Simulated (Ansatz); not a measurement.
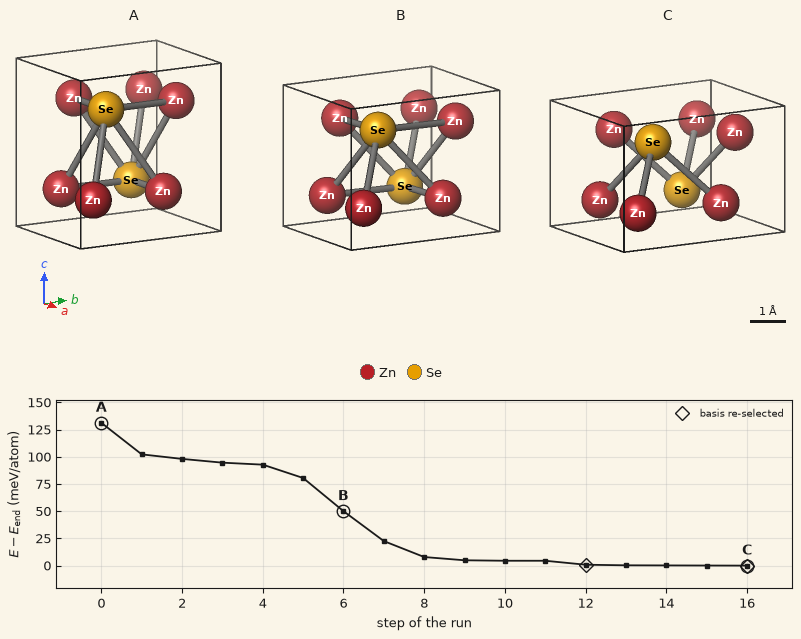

Frames of a relaxation of crystalline Zn$_{3}$Se (a generated structure, set up in P6_3/mmc), marked on the history of the run. Style: ball-and-stick. Shown: the cell of the calculation, slightly off an axis.

The calculation used DFT PBE, scalar-relativistic, plane waves, PAW in Ansatz 0.2.0. (plane-wave cutoff 420 eV; k-point mesh 6 × 6 × 8; occupations gaussian; smearing width 0.1 eV; no spin polarisation; cell and atoms relaxed; force threshold 0.01 eV/Å; at most 80 steps)

What happens along the run?

Over 14 accepted moves (16 points after the start) the energy falls by 131 meV per atom. The largest force component goes from 0.25 to 0.00015 eV/Å. The pressure goes from −3.56 to 0.00 GPa. At 2 points the geometry stayed and the basis and grid were re-selected for the new cell (energy shift of 3.7 meV per atom at most each time). The largest moves relative to the cell, 0.069 Å, are those of Zn atoms. Se stays in place. The volume changes by −1.7 %, with a = b 6.063 → 6.945 Å (+14.5 %), c 4.894 → 3.668 Å (−25.1 %). Near-neighbour distances that change, for instance: Se–Zn 3.032 → 3.473 Å, Se–Zn 3.007 → 2.765 Å. Among the angles between lasting bonds that change: Zn–Se–Zn 109.0° → 83.1°, Se–Zn–Se 109.0° → 83.1°, Zn–Se–Zn 60.4° → 80.8°. The space group stays P6_3/mmc (No. 194). From step 0 to 6: Zn atoms move most (0.13 Å), volume −6.3 %, energy −81.2 meV per atom. From step 6 to 16: Zn atoms move most (0.07 Å), volume +4.9 %, energy −50.0 meV per atom.

Limits of the set-up: layers or molecules are held without a dispersion correction, so their spacing is unreliable.
